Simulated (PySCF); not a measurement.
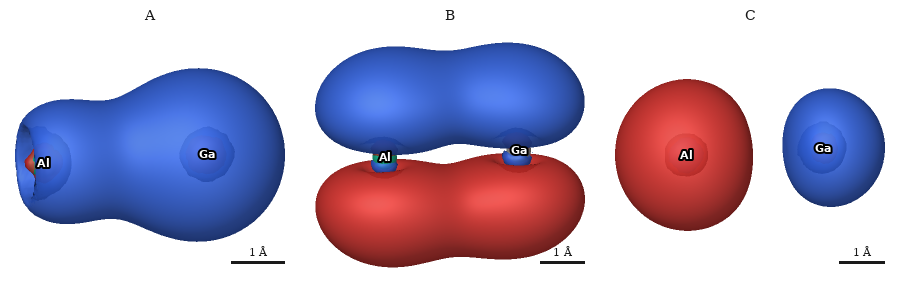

Figure 1: AlGa (charge +1, doublet). Three frontier β-spin orbitals, each drawn at the value that holds 80 % of its norm (red and blue are the two phases), in no order; of a degenerate pair one member is drawn.

Level of theory: PBE0/6-31G(d,p), non-relativistic, at a bond length of 3.204 Å in PySCF.

Label each orbital by symmetry, say whether it is occupied, and order them by energy.

Orbital A: σ, occupied in this spin, −15.23 eV; mainly on Ga (75 %).
Orbital C: σ, occupied in this spin, −13.22 eV; mainly on Al (75 %).
Orbital B: π, empty in this spin, −7.18 eV; bonding, with no node between the atoms.
